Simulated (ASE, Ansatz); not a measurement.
## Relaxing random rock-salt (Ti, Nb, Ta, Hf)C solid solution (64 atoms)

Aim: bring random rock-salt (Ti, Nb, Ta, Hf)C solid solution (64 atoms) to a nearby minimum of the energy and see what moves.

Calculated with Ansatz 0.2.0; Kohn-Sham DFT, PBE, PAW (set soft_2), plane waves.

## Step 1: The structure

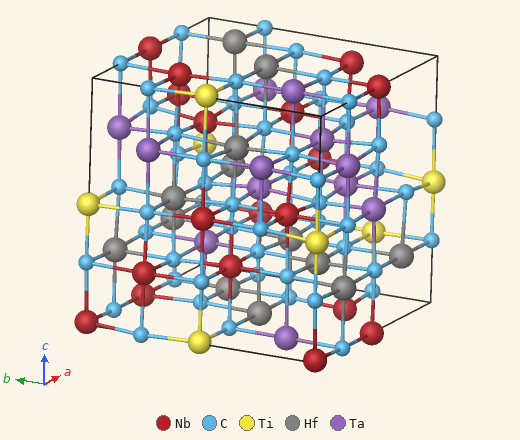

Start, viewed from a free direction; niobium red, carbon blue, titanium yellow, hafnium grey, tantalum purple. Some periodic images of atoms are drawn too.

The cell holds 64 atoms: 11 Nb, 32 C, 3 Ti, 9 Hf and 9 Ta. Its edges and angles: a = 8.990 Å, b = 8.990 Å, c = 8.990 Å, α = 90.0°, β = 90.0°, γ = 90.0°. It derives from TiC and HfC, TaC and NbC. Rock-salt lattice (a = 4.495 Å, the mean of the end members), 2 x 2 x 2 cells, metal sites filled at random with 3 Ti, 11 Nb, 9 Ta, 9 Hf; every coordinate displaced by a Gaussian of 0.05 Å.

What the set-up can't give: The host structure and its lattice constant were typed by rule, without a check against the phase diagram. The levels lack spin–orbit coupling, which is large for the heavy elements here.

## Step 2: Single point at the start

The forces at the start show how far the geometry lies from a minimum of this functional.

input.yaml

```yaml
crystal:
  lattice:
    - [8.99, 0.0, 0.0]
    - [0.0, 8.99, 0.0]
    - [0.0, 0.0, 8.99]
  atoms:
    - { symbol: Nb, position: [0.00683, 0.99902, 0.00897] }
    - { symbol: C, position: [0.24983, 0.00371, 0.99754] }
    - { symbol: Ti, position: [0.99349, 0.2529, 0.24895] }
    - { symbol: C, position: [0.24481, 0.24973, 0.25257] }
    [... 54 atom lines left out ...]
    - { symbol: Nb, position: [0.4945, 0.74985, 0.73918] }
    - { symbol: C, position: [0.75041, 0.75431, 0.75272] }
    - { symbol: Nb, position: [0.74626, 0.49868, 0.75751] }
    - { symbol: C, position: [0.50677, 0.4976, 0.75084] }
    - { symbol: Hf, position: [0.74177, 0.7482, 0.50383] }
    - { symbol: C, position: [0.49471, 0.74273, 0.49198] }
kpoints:
  mp_grid: { grid: [2, 2, 2] }
hamiltonian:
  xc: pbe
scf:
  occupations: { method: fermi_dirac, width: 0.05 }
output:
  forces: true
  stress: true
  populations: true
  dos:
    method: { smearing: { sigma: 0.08 } }
    de: 0.1
    projected: { site_lists: { C: [C], Hf: [Hf], Nb: [Nb], Ta: [Ta], Ti: [Ti] } }
  eigenvalues: true
```

On the command line:

```sh
$ ansatz run input.yaml --threads 32 --pin off --max-ram 143360MiB --backend cuda --events-out ev --progress --plain --runs-dir out
```

The job ended after 3.2 s (1 × NVIDIA GB200 with 32 threads of Arm Neoverse V2, shared host; peak memory 2.4 GiB).

That memory is the host's; the program planned up to 24 GiB on the GPU. Forces of this run were stored rounded, and per-atom blocks of the log weren't kept.

The run gave:

- free energy: -296525.6952 eV
- free energy per atom: -4633.2140 eV/atom
- SCF cycles: 9
- pressure: 6.491 GPa
- r.m.s. force component: 0.8634 eV/Å
- longest force: 3.612 eV/Å
- Fermi energy: 19.46 eV
- levels partly filled by over 2 per cent: 65
- spilling of the projection: 0.002285

The r.m.s. force component of 0.86 eV/Å and the pressure of 6.5 GPa set the starting point.

Length of the force by element:

```tsv
element	coordination	atoms	mean length of the force (eV/Å)	spread	least	most
C	all	32	1.27	0.569	0.375	2.28
Hf	all	9	2.06	0.653	1.42	3.61
Nb	all	11	1.27	0.360	0.530	1.92
Ta	all	9	1.28	0.663	0.546	2.46
Ti	all	3	0.596	0.148	0.417	0.779
```

## Step 3: Relaxation

With the cell held, the atoms are moved downhill towards a nearby minimum.

input.yaml, the sections that differ from step 2:

```yaml
output:
  forces: true
relax:
  f_tol: 0.03
  max_steps: 200
# crystal, kpoints, hamiltonian, scf: as in step 2
```

Elapsed: 11 s, on 1 × NVIDIA GB200 with 32 threads; peak memory 1.6 GiB.

That memory is the host's; the program planned up to 20.6 GiB on the GPU.

Step by step:

```tsv
step	energy less that of the first step (eV)	largest force component (eV/Å)
1	0.0000	3.1744
2	-2.8323	1.6188
3	-4.2149	0.3513
4	-4.2505	0.4053
5	-4.3193	0.2255
6	-4.3493	0.1364
7	-4.3013	0.5795
8	-4.3678	0.0750
9	-4.3703	0.0860
10	-4.3731	0.0425
11	-4.3742	0.0224
```

Relaxation step 7 was tried and not accepted.

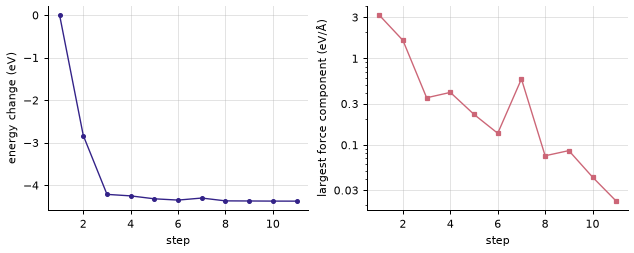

Energy and largest force along the relaxation.

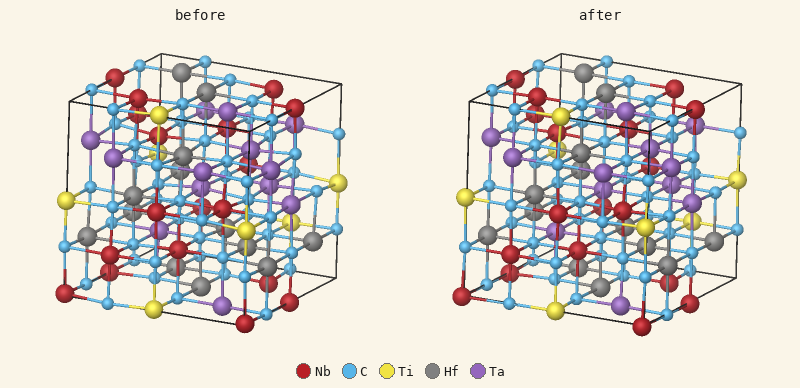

Before and after, at one scale.

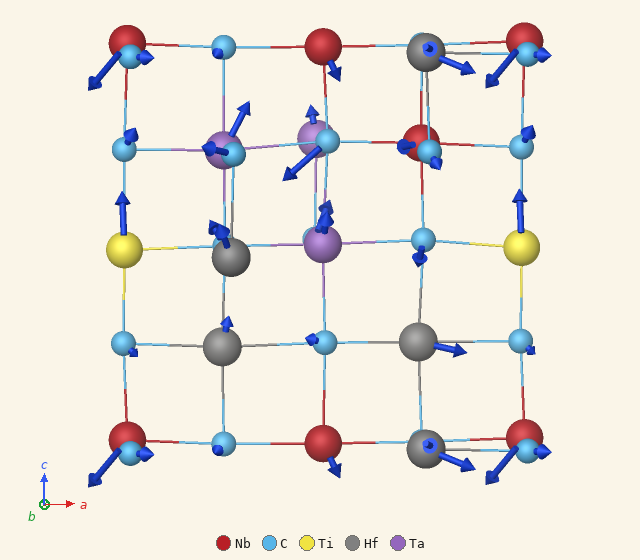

Displacements in the relaxation, exaggerated; the longest in the cell stands for 0.19 Å. Drawn is a slice 4 Å thick, seen along the normal of the ac plane.

The atoms that moved most (Å):

```tsv
atom	dx	dy	dz	length
Nb1	-0.096	0.099	-0.133	0.191
C8	0.130	0.053	-0.108	0.177
C46	-0.124	0.037	-0.114	0.173
Ta51	-0.107	0.121	-0.045	0.168
Nb59	0.041	0.099	0.128	0.167
Nb39	0.157	0.038	-0.029	0.164
Hf29	-0.026	0.094	0.129	0.162
C36	0.150	-0.009	0.017	0.152
```

The relaxation changed the energy by -68.3 meV/atom, and atoms moved by 0.10 Å r.m.s., 0.19 Å at most.

## Step 4: Structure statistics after relaxation

Bonds before and after, by the cutoffs listed below:

```tsv
pair	bonds before	bonds after	mean before (Å)	mean after (Å)	spread before (Å)	spread after (Å)
C-Nb	66	66	2.241	2.256	0.067	0.054
C-Hf	54	54	2.257	2.262	0.078	0.022
C-Ta	54	54	2.255	2.234	0.075	0.043
C-Ti	18	18	2.245	2.225	0.054	0.047
```

Density 10.9 g/cm³, 11.35 Å³ an atom.

Pair distribution functions g(r), in bins of 0.2 Å:

```tsv
r (Å)	total	C-C	C-Nb	C-Hf	C-Ta	C-Ti	Nb-Nb
2.10	0.67	0.00	1.57	0.00	2.14	1.97	0.00
2.30	4.71	0.00	9.09	10.62	8.77	9.00	0.00
2.50	0.00	0.00	0.00	0.00	0.00	0.00	0.00
2.70	0.00	0.00	0.00	0.00	0.00	0.00	0.00
2.90	0.00	0.00	0.00	0.00	0.00	0.00	0.00
3.10	3.52	7.76	0.00	0.00	0.00	0.00	6.97
3.30	1.85	2.98	0.00	0.00	0.00	0.00	3.16
3.50	0.00	0.00	0.00	0.00	0.00	0.00	0.00
3.70	0.04	0.00	0.12	0.00	0.14	0.00	0.00
3.90	2.33	0.00	4.55	4.76	4.64	4.79	0.00
4.10	0.02	0.00	0.10	0.00	0.00	0.00	0.00
4.30	0.07	0.00	0.00	0.00	0.00	0.00	0.25
4.50	1.21	2.68	0.00	0.00	0.00	0.00	0.47
4.70	0.05	0.00	0.00	0.00	0.00	0.00	0.22
4.90	1.19	0.00	3.10	1.67	2.20	2.31	0.00
5.10	3.11	0.00	5.48	6.90	6.36	6.28	0.00
5.30	0.09	0.00	0.00	0.00	0.00	0.00	0.67
5.50	3.35	7.15	0.00	0.00	0.00	0.00	5.21
5.70	0.13	0.00	0.00	0.00	0.00	0.00	1.66
5.90	0.00	0.00	0.00	0.00	0.00	0.00	0.00
6.10	0.00	0.00	0.00	0.00	0.00	0.00	0.00
6.30	1.11	2.53	0.00	0.00	0.00	0.00	1.69
6.50	0.22	0.15	0.00	0.00	0.00	0.00	1.14
6.70	2.65	0.00	4.95	5.76	5.28	5.45	0.00
6.90	0.37	0.00	1.02	0.22	0.69	0.52	0.20
7.10	2.08	4.29	0.00	0.00	0.00	0.00	3.58
7.30	0.24	0.00	0.77	0.04	0.35	0.44	0.18
7.50	1.74	0.00	3.13	3.87	3.55	3.46	0.00
```

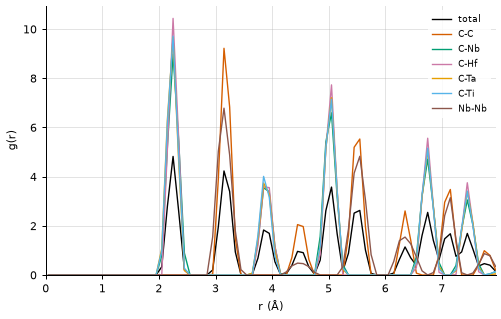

Pair distribution functions, lightly smoothed.

Bonds by pair of elements; cutoffs follow the first minimum of g(r), held within bounds set by covalent radii, and pairs that aren't listed don't count as bonded (cutoffs were set anew for this text, so counts can differ from the run's own analysis):

```tsv
pair A-B	cutoff (Å)	bonds	mean length (Å)	spread (Å)	shortest (Å)	B about A	A about B
C-Nb	2.77	66	2.26	0.054	2.15	2.06	6
C-Hf	2.68	54	2.26	0.022	2.22	1.69	6
C-Ta	2.68	54	2.23	0.043	2.13	1.69	6
C-Ti	2.68	18	2.23	0.047	2.13	0.562	6
```

How many atoms have how many bonded neighbours:

```tsv
element	mean	6
C	6	32
Hf	6	9
Nb	6	11
Ta	6	9
Ti	6	3
```

Bond angles (no mean is given where the spread exceeds 20°):

```tsv
angle	count	mean (°)	spread (°)
C-Nb-C	165	-	-
C-Hf-C	135	-	-
C-Ta-C	135	-	-
Hf-C-Nb	102	-	-
Nb-C-Ta	100	-	-
```

First main peaks of g(r), for some of the pairs, lie near 3.18 Å (C-C), 2.25 Å (C-Nb), 2.26 Å (C-Hf), 2.23 Å (C-Ta), 2.22 Å (C-Ti) and 3.14 Å (Nb-Nb). By these cutoffs all C atoms have 6, all Hf atoms have 6, all Nb atoms have 6 and all Ta atoms have 6 bonded neighbours.

## Step 5: Single point at the relaxed geometry

The electronic structure is read at the final geometry, in a run of its own.

input.yaml

```yaml
crystal:
  lattice:
    - [8.99, 0.0, 0.0]
    - [0.0, 8.99, 0.0]
    - [0.0, 0.0, 8.99]
  atoms:
    - { symbol: Nb, position: [0.9961, 0.00999, 0.99421] }
    - { symbol: C, position: [0.24762, 0.99954, 0.99587] }
    - { symbol: Ti, position: [0.00042, 0.25011, 0.25199] }
    - { symbol: C, position: [0.24605, 0.25057, 0.24845] }
    [... 54 atom lines left out ...]
    - { symbol: Nb, position: [0.49908, 0.76091, 0.75339] }
    - { symbol: C, position: [0.75259, 0.74937, 0.74878] }
    - { symbol: Nb, position: [0.75483, 0.49378, 0.74957] }
    - { symbol: C, position: [0.50264, 0.49829, 0.74609] }
    - { symbol: Hf, position: [0.75197, 0.75018, 0.5008] }
    - { symbol: C, position: [0.50004, 0.74962, 0.4991] }
kpoints:
  mp_grid: { grid: [2, 2, 2] }
hamiltonian:
  xc: pbe
scf:
  occupations: { method: fermi_dirac, width: 0.05 }
output:
  forces: true
  stress: true
  populations: true
  dos:
    method: { smearing: { sigma: 0.08 } }
    de: 0.1
    projected: { site_lists: { C: [C], Hf: [Hf], Nb: [Nb], Ta: [Ta], Ti: [Ti] } }
  eigenvalues: true
  write_density: true
  write_potential: true
  volumetric_format: npy
  elf: true
```

Run time: 2.7 s. Hardware: 1 × NVIDIA GB200 with 32 threads; peak memory 2.3 GiB; 12 s of CPU time.

That memory is the host's; the program planned up to 24 GiB on the GPU.

The run gave:

```yaml
free_energy: -296530.0694 eV
free_energy_per_atom: -4633.2823 eV/atom
scf_cycles: 10
pressure: 4.861 GPa
r_m_s_force_component: 0.00723 eV/Å
longest_force: 0.02947 eV/Å
fermi_energy: 19.47 eV
levels_partly_filled_by_over_2_per_cent: 39
spilling_of_the_projection: 0.002267
```

Löwdin charges by element (they lack the spilled electrons, 0.023 e an atom on average):

```tsv
element	coordination	atoms	mean charge (e)	spread	least	most
C	all	32	-0.718	0.033	-0.782	-0.643
Hf	all	9	0.682	0.0132	0.663	0.704
Nb	all	11	0.656	0.0314	0.618	0.709
Ta	all	9	0.944	0.0369	0.887	1.00
Ti	all	3	0.87	0.0115	0.856	0.884
```

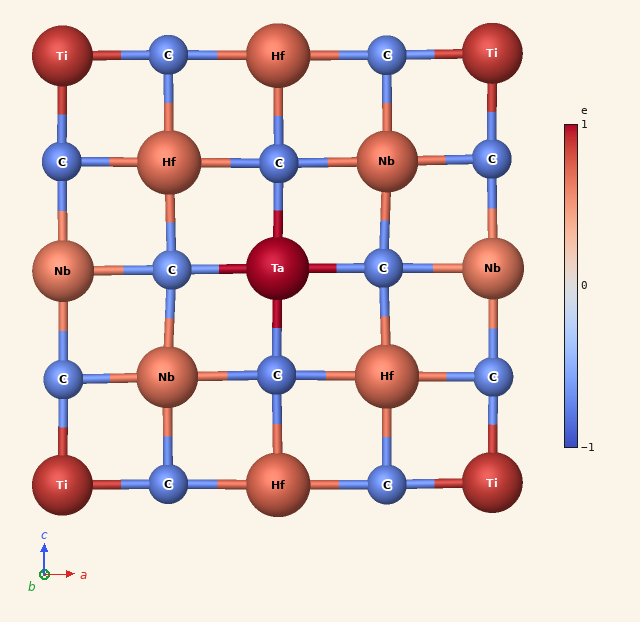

Atoms coloured by Löwdin charge. Drawn is a slice 4 Å thick, seen along the normal of the ac plane.

Charge against the make-up of the first shell:

```tsv
Nb neighbours of C	atoms	mean charge (e)
1	9	-0.752
2	13	-0.72
3	9	-0.69
4	1	-0.643
```

States in the cell by windows of 1 eV, zero at the Fermi level; some projections on atomic orbitals stand beside the total:

```tsv
from (eV)	to (eV)	total	C p	Hf d	C s	Hf f
-14	-13	1.2	0.0	0.0	0.5	0.0
-13	-12	6.0	0.2	0.1	2.6	0.1
-12	-11	147.9	0.7	1.7	13.3	122.7
-11	-10	31.9	0.5	2.7	18.0	2.6
-10	-9	2.9	0.0	0.1	2.1	0.2
-9	-8	0.0	0.0	0.0	0.0	0.0
-8	-7	1.3	0.6	0.1	0.0	0.0
-7	-6	14.2	6.3	1.2	0.5	0.0
-6	-5	28.9	14.3	2.2	0.8	0.0
-5	-4	51.8	26.4	4.0	0.8	0.0
-4	-3	64.0	31.0	7.8	0.7	0.1
-3	-2	24.3	12.6	3.8	0.3	0.0
-2	-1	11.2	6.4	1.0	0.0	0.0
-1	0	15.6	5.7	1.0	0.2	0.0
0	1	20.8	5.9	2.7	0.4	0.0
1	2	33.3	6.2	3.0	0.4	0.0
```

The curve was stored every 0.100 eV, coarse against its broadening of 0.08 eV, so these counts are rough.

The stored curve holds about 401 of the 658 electrons; the rest, give or take the few that broadening carries across the Fermi level, lie in deeper levels below its range.

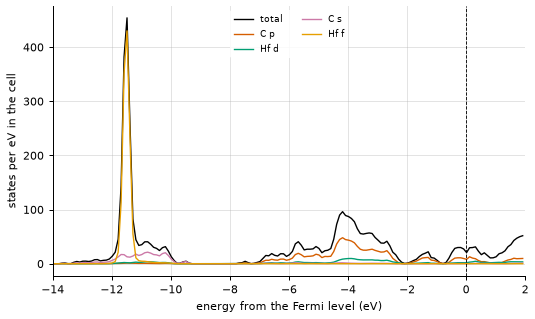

Total and projected density of states, with the broadening of the input.

Not all projections were asked for or kept, so they needn't add up to the total.

The levels nearest the highest filled one (over half full), pooled over k-points and spins:

```tsv
level less the highest filled one (eV)	occupation
-0.0651	1.60
-0.0492	1.49
-0.0419	1.43
-0.0352	1.37
-0.0186	1.22
0	1.04
0.0495	0.572
0.0598	0.491
0.0697	0.422
0.0814	0.349
0.0884	0.311
0.0907	0.299
```

Mean Löwdin charges: C -0.72, Hf +0.68, Nb +0.66, Ta +0.94, Ti +0.87 e. The charge on C changes by +0.032 e for each Nb neighbour that takes the place of another kind, on average.

## Step 6: What came out

```yaml
energy_change_in_the_relaxation: -68.35 meV/atom
r_m_s_displacement: 0.105 Å
largest_displacement: 0.191 Å
free_energy_per_atom: -4633.2823 eV/atom
density: 10.94 g/cm³
pressure: 4.861 GPa
r_m_s_force_component: 0.00723 eV/Å
wall_time_of_the_4_dft_runs_those_left_out_included: 20 s
```

Relaxation lowers the energy by 68.3 meV/atom and moves atoms by 0.10 Å r.m.s.; the r.m.s. force component goes from 0.86 to 0.0072 eV/Å, the pressure goes from 6.5 to 4.9 GPa. By the final cutoffs no bond was broken or made. The r.m.s. move is of the size of the random displacements put into the start (0.087 Å r.m.s. in three dimensions). From the first step to the last the energy fell by 4.374 eV, and the largest move was 0.19 Å (Nb1). The C-Ta bonds go from 2.255 Å (spread 0.075) to 2.234 Å (spread 0.043). By these cutoffs all C atoms have 6, all Hf atoms have 6, all Nb atoms have 6 and all Ta atoms have 6 bonded neighbours. 39 levels are partly filled, by over 2 % (on the run's k-points): no clear gap opens at this level.

What to keep in mind: The pressure of 4.9 GPa means that a free cell would grow at this level.

[Logs are printed without paths, hosts, clocks, repeated set-up lines and the standing remarks that a program may print on its own settings, such as how far it seeks lower states.]

[Hosts, paths, dates, database ids (printed as entryN), source tags and the programs' standing remarks are cut or masked in the printed files.]
